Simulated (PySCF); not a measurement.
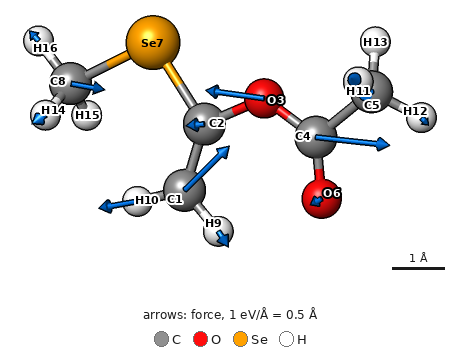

Starting geometry of C5H8O2Se with the computed forces as blue arrows. Style: ball-and-stick. Shown at a tilt.

The start comes from GFN2-xTB. Its atoms were then displaced at random by about 0.01 Å.

Method: PySCF, PBE0-D3(BJ)/def2-SVP geometry optimisation, gas phase. 

Is this structure relaxed? If not, where do the atoms go?

It isn't relaxed: the largest force vector, on C4, is 3.20 eV/Å. The final displacements have little in common with the starting forces (cosine between the two patterns 0.07). H11 moves most after the best rigid fit: 0.43 Å. Largest moves by element: H 0.43 Å, Se 0.12 Å, C 0.11 Å, O 0.04 Å. Among the contacts that change: O3–C4 1.302 → 1.359 Å, C1–H10 1.047 → 1.089 Å, C4–C5 1.530 → 1.499 Å, C5–H11 1.071 → 1.100 Å. Bond angles that change, for instance: O3–C4–O6 128.2° → 124.8°, C5–C4–O6 122.5° → 126.0°, H14–C8–H16 112.5° → 109.3°. Groups turn about C4–C5 by about 25°. Over 18 geometry steps the energy falls by 0.221 eV. Cost: 4.4 min on 1 thread of Arm Neoverse V2 (shared host).
